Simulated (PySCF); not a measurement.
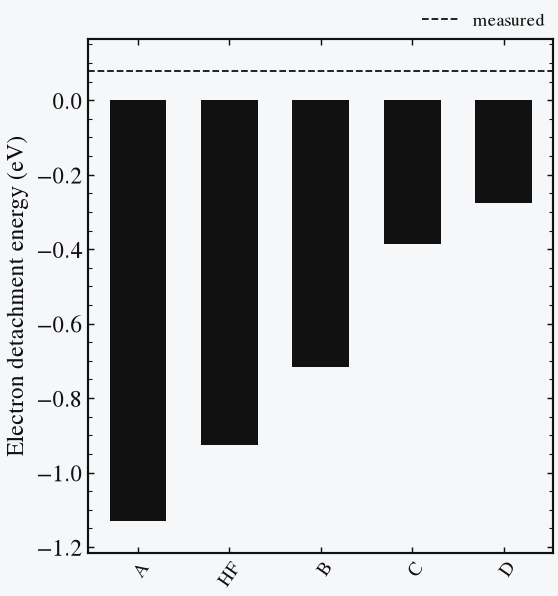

The electron detachment energy of Ti⁻ ([Ar] 3d³ 4s² → [Ar] 3d² 4s²) by several methods, in rising order. PySCF, aug-cc-pVDZ-DK, spin-free X2C-1e, unrestricted single determinants, no spin-orbit coupling. Methods marked “valence” freeze 18 core electrons. The lettered entries are CCSD valence, CCSD(T) valence, MP2 valence and SCS-MP2 valence in some order.

### Which letter is which method?

A is SCS-MP2 valence (−1.131 eV); B is MP2 valence (−0.717 eV); C is CCSD valence (−0.385 eV); D is CCSD(T) valence (−0.277 eV). The values run from −1.131 eV (SCS-MP2 valence) to −0.277 eV (CCSD(T) valence). The measured value is 0.079 eV; nearest to it come CCSD(T) valence (−0.356) and CCSD valence (−0.464), furthest SCS-MP2 valence (−1.210 eV).

Note: large single amplitudes; spin-orbit shift not estimated.
